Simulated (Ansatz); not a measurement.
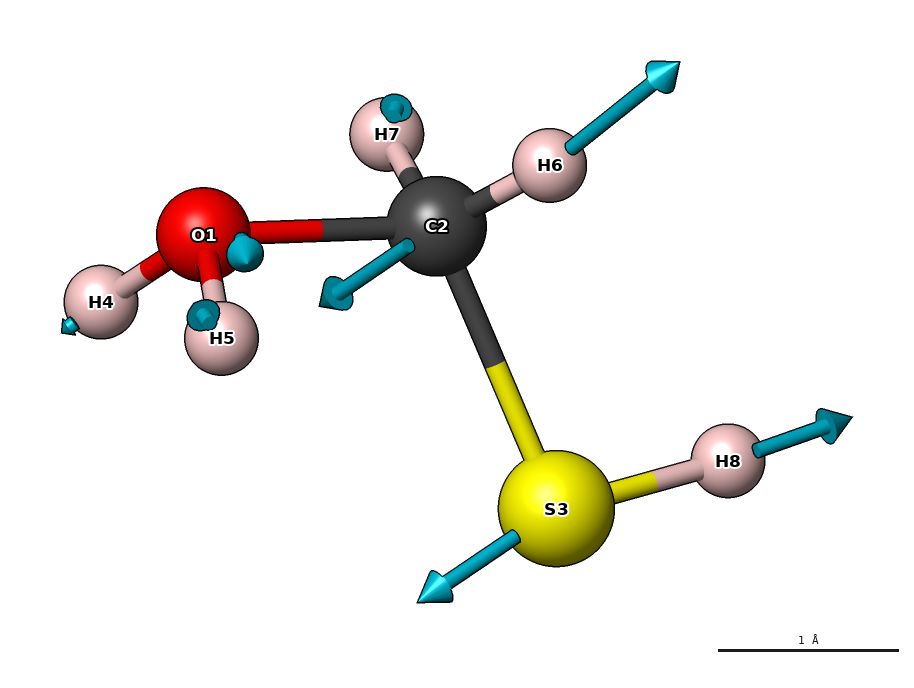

Arrows show the forces on the atoms, 0.07 Å of arrow for 1 eV/Å; forces under a tenth of the largest aren't drawn. Charge +1, singlet. Level of theory: ωB97M-V/def2-TZVPP (Ansatz 0.2.0).

**On which atom is the force largest, and how large is it?**

On H6: 14.14 eV/Å.

**Along which bond is the force strongest?**

C2–H6, now 0.872 Å: the forces push its atoms apart, so a first step downhill lengthens it.

List the force components in the frame of the picture (x right, y up, z towards the viewer), in eV/Å.

```csv
atom,Fx,Fy,Fz
O1,0.47,−1.98,6.17
C2,−7.23,−4.93,−8.12
S3,−7.95,−5.38,3.99
H4,−1.12,−0.87,−0.25
H5,−1.32,1.68,−3.22
H6,8.77,7.00,8.61
H7,0.63,1.76,−2.80
H8,7.75,2.73,−4.39
```
